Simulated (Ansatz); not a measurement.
# GaH2O (SMILES [O][GaH2]) at 6 levels

Aim: a comparison of 6 runs (U-revPBE/STO-3G, UB3LYP/STO-3G, UBLYP/STO-3G, UPBE/STO-3G, USVWN5/STO-3G, UMP2/STO-3G) of GaH2O. 

The results are computed with Ansatz 0.2.0.

64 further runs of the same task are left out: 34 that didn't finish, 30 set aside as unsound or not needed.

## 1. The system as given

GaH2O has 4 atoms, charge 0, and is taken as a doublet. SMILES: `[O][GaH2]`. The Ga2–O1 distance was set to 4.486 Å, away from the relaxed value. At this shape a bond of the SMILES string is far longer than usual.

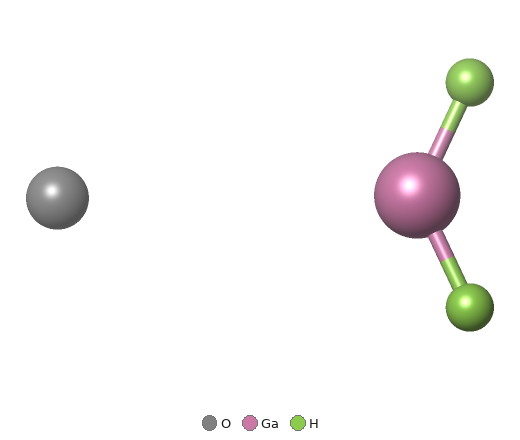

Viewed from a chosen angle; oxygen grey, gallium pink, hydrogen green.

## 2. A single-point energy at U-revPBE/STO-3G (run 1)

input.yaml

```yaml
crystal:
  periodic: [false, false, false]
  atoms:
    - {symbol: O, position_ang: [-2.332432, -1.265741, 3.456574]}
    - {symbol: Ga, position_ang: [0.078800, 0.019500, -0.100900]}
    - {symbol: H, position_ang: [-0.675200, -0.040800, -1.460300]}
    - {symbol: H, position_ang: [1.537600, 0.455600, 0.218700]}
basis:
  gaussian: {orbitals: STO-3G}
magnetization: {spin_polarized: true, initial_magnetization: 1}
hamiltonian: {xc: {name: revPBE}}
accuracy: high
```

Command:

```
ansatz run input.yaml --threads 1 --pin off --max-ram 2610MiB --events-out events.jsonl --progress --plain --runs-dir runs
```

The program printed:

```text
Warning: RAYON_NUM_THREADS=1 ignored (pool sized by the plan → 1); use --threads N
Functional definition: revPBE
  name "revPBE"
  parameter kappa = 1.245
  parameter beta = 0.06672455060314922
  exchange = pbe_x(kappa = kappa, mu = beta*pi^2/3)
  correlation = pbe_c(beta = beta)
309 factors; integrals over basis functions are off by at most 2.4e-8 eV
mean field evaluation 1: about -52970.8449 eV, gradient 1.9e2 eV
mean field evaluation 2: about -53293.5810 eV, gradient 2.2e1 eV
mean field evaluation 4: about -53730.5286 eV, gradient 3.5e1 eV
mean field evaluation 8: about -53741.7272 eV, gradient 2.7e1 eV
mean field evaluation 16: about -53801.9109 eV, gradient 3.1e0 eV
mean field evaluation 32: about -53802.7746 eV, gradient 2.1e-2 eV
mean field evaluation 64: about -53802.7130 eV, gradient 1.6e0 eV
mean field evaluation 96: about -53802.7749 eV, gradient 1.4e-1 eV
mean field evaluation 128: about -53802.7758 eV, gradient 3.5e-3 eV
mean field evaluation 160: about -53795.7956 eV, gradient 2.4e1 eV
mean field evaluation 192: about -53801.7157 eV, gradient 6.9e0 eV
mean field evaluation 224: about -53802.7501 eV, gradient 5.4e-1 eV
mean field evaluation 256: about -53802.7753 eV, gradient 2.4e-3 eV
mean field -53802.77628749 eV, -1977.2155597338 hartree, gradient 1.8e-8 eV, S^2 2.267887; 10 other end points of the search recorded, 0 dependent functions left out
reference -53802.77628989 eV, -1977.2155598220 hartree; 21, 20 occupied and 4, 5 virtual orbitals, 309 factors
Total energy: -53802.77628989 eV, -1977.2155598220 hartree
```

Run time: 37 s. Hardware: 1 thread of Arm Neoverse V2, shared host; peak memory 0.12 GiB.

## 3. A single-point energy at UB3LYP/STO-3G (run 2)

run.yaml

```yaml
crystal:
  periodic: [false, false, false]
  atoms:
    - {symbol: O, position_ang: [-2.332432, -1.265741, 3.456574]}
    - {symbol: Ga, position_ang: [0.078800, 0.019500, -0.100900]}
    - {symbol: H, position_ang: [-0.675200, -0.040800, -1.460300]}
    - {symbol: H, position_ang: [1.537600, 0.455600, 0.218700]}
basis:
  gaussian:
    orbitals: STO-3G
magnetization:
  spin_polarized: true
  initial_magnetization: 1
hamiltonian:
  xc: {name: B3LYP}
accuracy: high
```

Command:

```
ansatz run run.yaml --threads 1 --pin off --max-ram 2610MiB --events-out events.jsonl --progress --plain --runs-dir runs
```

The program printed, cut to the lines that bear on the results:

```text
Warning: RAYON_NUM_THREADS=1 ignored (pool sized by the plan → 1); use --threads N
Functional definition: B3LYP
  name "B3LYP"
[...]
309 factors; integrals over basis functions are off by at most 2.4e-8 eV
[...]
mean field -53807.25970251 eV, -1977.3803221965 hartree, gradient 1.8e-8 eV, S^2 2.066228; 10 other end points of the search recorded, 0 dependent functions left out
reference -53807.25973178 eV, -1977.3803232724 hartree; 21, 20 occupied and 4, 5 virtual orbitals, 309 factors
Total energy: -53807.25973178 eV, -1977.3803232724 hartree
```

It took 41 s on 1 thread of Arm Neoverse V2, shared host; peak memory 0.13 GiB.

Runs 3 to 5 aren't shown in full; the table further down has their settings and results.

## 4. A single-point energy at UMP2/STO-3G (run 6)

job.yaml

```yaml
crystal:
  periodic: [false, false, false]
  atoms:
    - {symbol: O, position_ang: [-2.332432, -1.265741, 3.456574]}
    - {symbol: Ga, position_ang: [0.078800, 0.019500, -0.100900]}
    - {symbol: H, position_ang: [-0.675200, -0.040800, -1.460300]}
    - {symbol: H, position_ang: [1.537600, 0.455600, 0.218700]}
basis:
  gaussian: {orbitals: STO-3G}
magnetization: {spin_polarized: true, initial_magnetization: 1}
correlation: {method: mp2, frozen_orbitals: {Ga: 9, H: 0, O: 1}}
accuracy: high
```

Command:

```
ansatz run job.yaml --threads 1 --pin off --max-ram 2610MiB --events-out events.jsonl --progress --plain --runs-dir runs
```

The program printed, cut to the lines that bear on the results:

```text
Warning: RAYON_NUM_THREADS=1 ignored (pool sized by the plan → 1); use --threads N
Functional definition: HF
  name "HF"
[...]
309 factors; integrals over basis functions are off by at most 2.4e-8 eV
[...]
mean field -53767.14678923 eV, -1975.9061998232 hartree, gradient 1.2e-8 eV, S^2 2.764049; 30 other end points of the search recorded, 0 dependent functions left out
10 core orbitals not correlated: weight in the atoms' cores, before any rotation towards them, 0.999 or more for the frozen orbitals, at most 0.001 for the correlated occupied ones
reference -53767.14678923 eV, -1975.9061998232 hartree; 11, 10 occupied and 4, 5 virtual orbitals, 309 factors
second order -0.60856525 eV of doubles, -0.00000000 eV of singles
Total energy: -53767.75535448 eV, -1975.9285641837 hartree
```

Wall time 5.7 s (1 thread of Arm Neoverse V2, shared host).

## 5. The series

```csv
run,level,frozen core orbitals,energy (Eh),⟨S²⟩,wall time
1,U-revPBE/STO-3G,–,-1977.215560,2.268,37 s
2,UB3LYP/STO-3G,–,-1977.380323,2.066,41 s
3,UBLYP/STO-3G,–,-1977.282212,2.175,56 s
4,UPBE/STO-3G,–,-1976.944900,2.258,51 s
5,USVWN5/STO-3G,–,-1973.549866,2.249,32 s
6,UMP2/STO-3G,10,-1975.928564,2.764,5.7 s
```

## 6. What came out

| quantity | value |
| --- | --- |
| run 6: total energy | -1975.92856 Eh |
| run 6: correlation energy (10 core orbitals frozen) | -22.4 mEh |
| run 6: ⟨S²⟩ of the reference determinant | 2.764 |

**Reading.** Totals of different functionals can't be ranked against each other. In runs 1, 2, 3, 4, 5, 6 the basis is minimal, so the values are rough. Spin contamination of the reference: run 6 ⟨S²⟩ = 2.76, run 1 ⟨S²⟩ = 2.27, run 4 ⟨S²⟩ = 2.26, run 5 ⟨S²⟩ = 2.25, run 3 ⟨S²⟩ = 2.17, run 2 ⟨S²⟩ = 2.07. Where it is this large, the reference is a mixture of spin states, and values that rest on it are in doubt. All runs together took 3.7 min, the longest 56 s.
